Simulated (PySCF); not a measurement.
**C2H6Cl, charge −1, SMILES `[Cl-].CC`: what the electrons do**

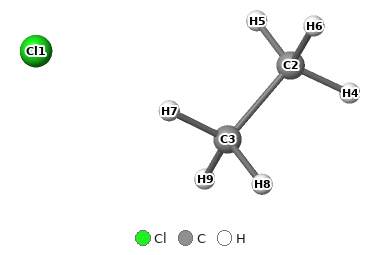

The molecule, with its atoms numbered as below. The pair's geometry is semi-empirical, so its contact may be too short or too long.

Cartesian coordinates (Å):

```
Cl1     -2.0084    0.0821    0.0001
C2       2.3294    0.5476   -0.0044
C3       1.4661   -0.7043   -0.0042
H4       3.3930    0.2984    0.0100
H5       2.1233    1.1466   -0.8716
H6       2.1111    1.1558    0.8881
H7       0.4096   -0.4382   -0.0122
H8       1.6610   -1.3044    0.9012
H9       1.6732   -1.3136   -0.8653
```

### 1. Bonding charge

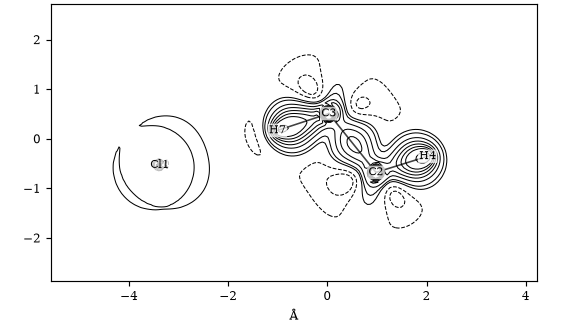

Deformation density (molecule less spherical, spin-averaged free atoms) in the plane of Cl1, C2, C3, H4 and H7; contours at ±0.05 to ±0.8 e/Å³; solid lines: gain, dashed lines: loss.

PySCF calculation, B3LYP/def2-SVPD, gas phase; geometry: GFN2-xTB.

**How much density has each bond in this plane gained at its critical point, relative to the free atoms?**

C3–H7: +0.74 e/Å³ at the bond critical point (bond length 1.09 Å). C2–H4: +0.64 e/Å³ at the bond critical point (bond length 1.09 Å). C2–C3: +0.44 e/Å³ at the bond critical point (bond length 1.52 Å). In all, 2.5 electrons gather in the regions of gain relative to the promolecule of neutral atoms (this includes the anion's extra charge).

### 2. Electrostatic potential

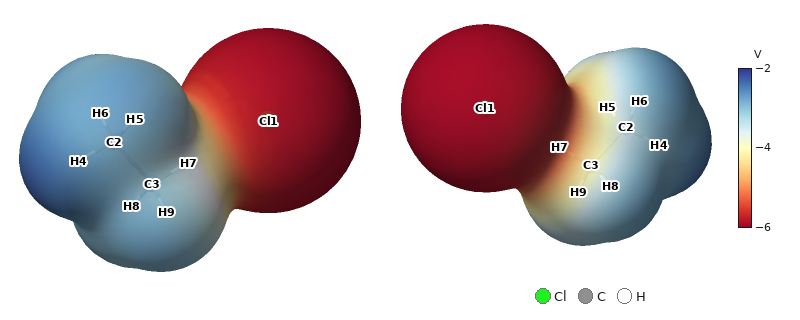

Electrostatic potential on the surface of electron density 0.001 a.u. (back view left, front view right).

**Where are the extremes of the potential on the surface?**

Highest: −2.28 V, 1.4 Å from H4. Further maxima include −2.66 V, 1.4 Å from H5; −2.75 V, 1.4 Å from H9. Lowest: −5.93 V, 2.3 Å from Cl1. The surface is sampled at points, so like sites can differ by a few per cent and only the strongest of them is named.

### 3. Weak contacts

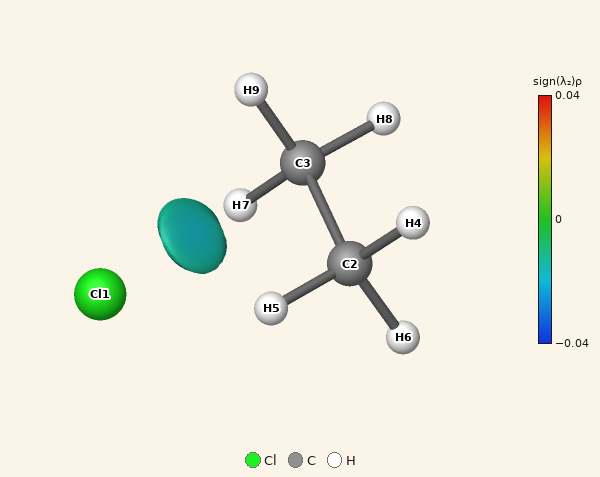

Non-covalent interaction surfaces between the fragments (reduced density gradient s = 0.5, coloured by sign(λ₂)ρ in a.u.; trimmed to the region between the fragments where ρ is under 0.06 a.u.). Fragment A: Cl(−1) (atom 1); fragment B: H6C2.

**Interpret the surfaces between the fragments.**

Bond critical points between the fragments: Cl1···H7, weak C–H hydrogen bond, 2.47 Å, ρ = 0.017 a.u. It appears blue-green. The pose is a local one from a semi-empirical search, not shown to be the most stable. With a charged fragment, long-range electrostatics, which these surfaces don't show, weighs heavily in the interaction energy.

**How strongly are they bound?**

The counterpoise-corrected interaction energy of the frozen fragments is −2.0 kcal/mol without dispersion correction and −3.1 kcal/mol with D3(BJ). The pair geometry is semi-empirical, not a minimum at this level.

### 4. Binding density

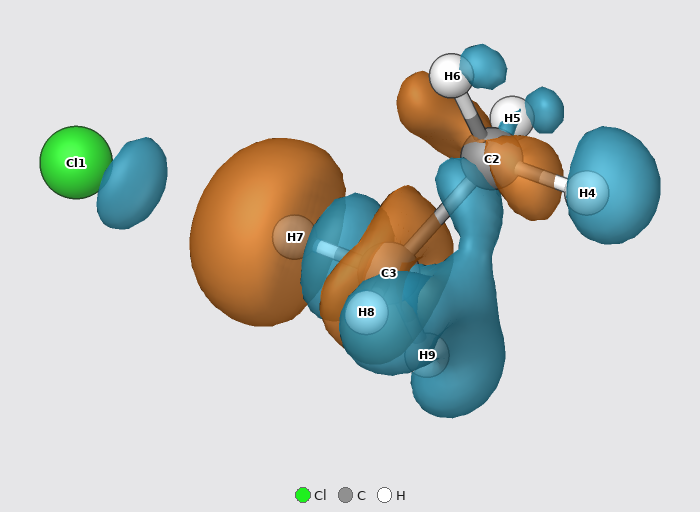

Density of the complex less the densities of the two fragments at the same geometry, ±0.008 e/Å³ (light blue: gain, orange: loss). Fragment A: Cl(−1) (atom 1); fragment B: H6C2.

**How is the density rearranged on binding?**

Hirshfeld charges show 0.015 e passing from A to B. By Hirshfeld charges, electrons gather most on H4 (−0.026 e) and leave H7 most (+0.053 e); 0.17 e is displaced in all.

The PySCF runs shown took 10 s and 21 s on 1 thread of Arm Neoverse V1 (shared host).
